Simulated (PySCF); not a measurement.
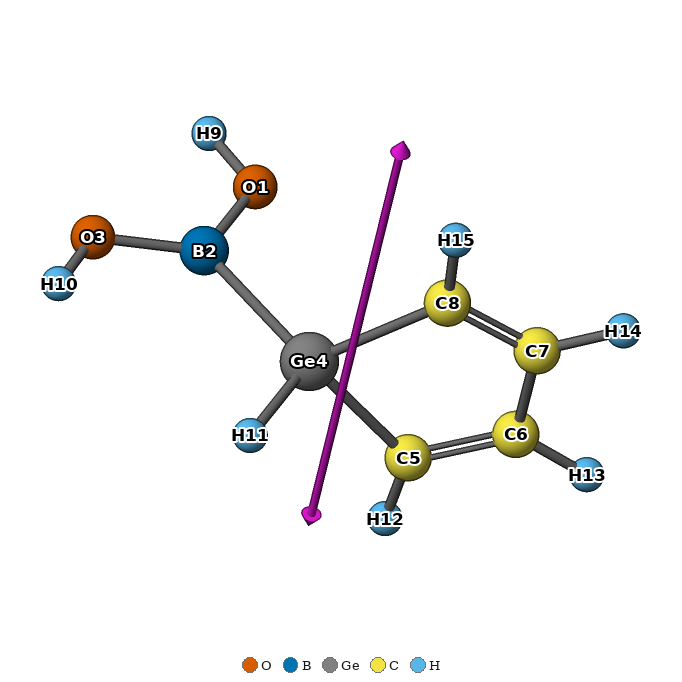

The double arrow shows the direction of the transition dipole to excited singlet state 1 (its length means nothing). The computed structure is the end point of a GFN2-xTB optimisation. No frequency run is at hand to confirm it as a minimum. Properties computed with TDDFT ωB97X-D/def2-SVPD, vertical, gas phase, core orbitals frozen in the response (PySCF 2.14.0).

### How is the transition polarised?

Nearly parallel to the C6–C7 bond.

### Where does the transition lie, and how strong is it?

4.61 eV (269 nm), oscillator strength 0.054, mainly HOMO → LUMO (weight 0.96); transition dipole 1.77 D.

The geometry is semi-empirical. Around B, Ge such bond lengths and angles can be off by a tenth of an ångström or more and by several degrees, and values that hang on the shape move with them.
